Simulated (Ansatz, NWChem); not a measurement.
## Exact exchange and the HOMO–LUMO gap of C4H10O (2-methyl-1-propanol)

The species is C4H10O (15 atoms), meant as a singlet with charge 0. SMILES: `CC(C)CO`. The shape is that of a PBE0-D4/def2-TZVP optimisation. This is one conformer, not always the lowest.

The HOMO–LUMO gap y, in eV, basis cc-pVDZ; a is the functional's share of exact exchange. Programs: Ansatz 0.2.0, NWChem 7.3.0.

```
functional  program     a  y (eV)
    revPBE   Ansatz     0    6.56
      TPSS   NWChem     0    6.90
     B3LYP   Ansatz   0.2       ?
      PBE0   Ansatz  0.25    9.12
     BHLYP   Ansatz   0.5   11.46
```

Q: Fit y = c + s·a to the known rows and predict B3LYP.

A: 
1. Means of the 4 rows: a = 0.1875, y = 8.510.
2. Σ(Δa)² = 0.17188, Σ(Δa·Δy) = 1.6275, so the slope is 1.6275/0.17188 = 9.4688.
3. Intercept: 8.510 − (9.4688) × 0.1875 = 6.735. The largest residual of the fit is 0.18.
4. B3LYP: 6.735 + (9.4688) × 0.2 = 8.63 eV.

The run gave 8.47 eV, so the prediction is off by +0.16 eV, within the scatter of the fit. Exact exchange lowers occupied levels and raises empty ones. The rows mix families of semi-local functionals, which the line can't see.

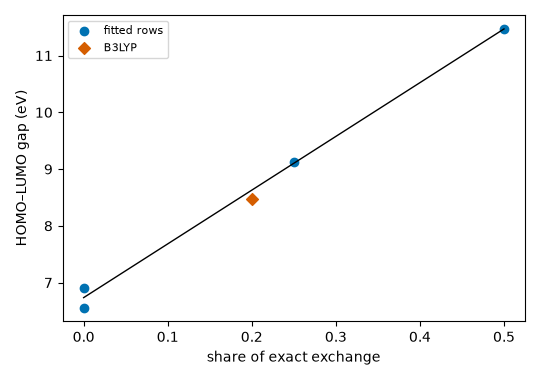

The fitted line, with the withheld row.
